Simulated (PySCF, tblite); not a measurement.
**C₅H₁₃B: geometry, infrared bands and NMR shifts**

Aim: predict the infrared bands and NMR shifts of C₅H₁₃B (`BCCCCC`).

Computed with tblite 0.8.0 and PySCF 2.14.0, with density-fitted response routines of our own, on a single molecule in the gas phase. Atoms are numbered from 0 throughout.

**1. Starting geometry**

19 atoms, charge 0, multiplicity 1; geometry from: force field or distance geometry start.

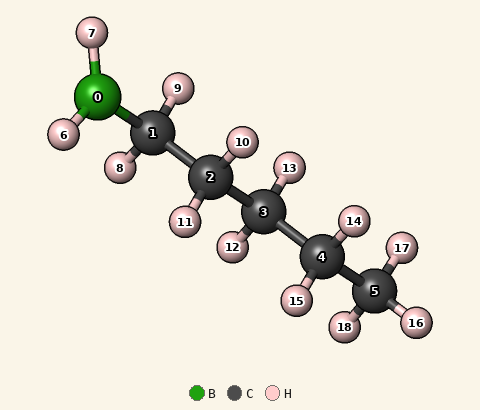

As it starts; boron green, carbon dark grey, hydrogen pink, atoms numbered; sticks join atoms by distance.

**2. Relaxing the molecule with GFN2-xTB**

The job: settings as JSON, then the geometry in Å.

```
{"job": {"kind": "relax", "xc": "GFN2-xTB", "basis": "xTB"}, "charge": 0, "multiplicity": 1}
B      3.328200    -0.654100    -0.361900
C      1.929700    -0.638400     0.415700
C      0.828000    -0.040400    -0.428200
C     -0.513400    -0.021500     0.320400
C     -1.632600     0.575000    -0.518800
C     -2.963100     0.585500     0.225100
H      3.423500    -1.248400    -1.377200
H      4.256000    -0.058700     0.073300
H      1.684000    -1.692600     0.698200
H      2.055700    -0.052200     1.361800
H      1.085300     1.005600    -0.709200
H      0.698700    -0.635000    -1.363500
H     -0.789700    -1.070300     0.615500
H     -0.395700     0.565500     1.259400
H     -1.371500     1.629500    -0.801500
H     -1.755500    -0.014400    -1.447200
H     -3.746600     1.032600    -0.411700
H     -2.872700     1.188200     1.153700
H     -3.258100    -0.446600     0.500800
```

Started as:

```
$ OMP_NUM_THREADS=1 python probes_run.py task.json out
```

One launch serves the whole session: the jobs run in the order shown.

**Question.** This job is followed by: GFN2-xTB harmonic vibrations, gas phase; GIAO PBE0/pcSseg-1 NMR shielding, non-relativistic, gas phase. What will the session give for the following? strongest single infrared mode (GFN2-xTB); zero-point energy (GFN2-xTB); 13C shifts against TMS (PBE0/pcSseg-1); 1H shifts against TMS (PBE0/pcSseg-1, means over atoms taken as alike); 11B shifts against BF3·OEt2 (PBE0/pcSseg-1); surface potential, least and greatest.

**Answer**, as computed:

| quantity | value |
| --- | --- |
| strongest single infrared mode (GFN2-xTB) | 2975 cm⁻¹, 153 km/mol |
| zero-point energy (GFN2-xTB) | 105.7 kcal/mol |
| 13C shifts against TMS (PBE0/pcSseg-1) | 41.8, 38.4, 34.5, 28.6, 17.5 ppm |
| 1H shifts against TMS (PBE0/pcSseg-1, means over atoms taken as alike) | 8.14, 1.67, 1.66, 1.37, 1.21, 1.07 ppm |
| 11B shifts against BF3·OEt2 (PBE0/pcSseg-1) | 93.2 ppm |
| surface potential, least and greatest | -0.32 V and 1.38 V |

**Reading.** Relaxing lowered the energy by 0.187 eV in 93 steps; the close pair that moved most is B0–C1, from 1.600 to 1.567 Å. All 51 modes are real, so the xTB geometry is a minimum. GFN2-xTB is a fitted tight-binding method: band positions and strengths are rough. Its intensities can rank the bands wrongly. At PBE0/pcSseg-1: Shielding is most anisotropic at B0 (span 201 ppm, paramagnetic term -183 ppm). At PBE0/pcSseg-1, counted by nearest atom on the grid, the HOMO lies on C1, C3 about 16 % each; C2 13 %, the LUMO on B0 53 %; H6, H7 about 16 % each.
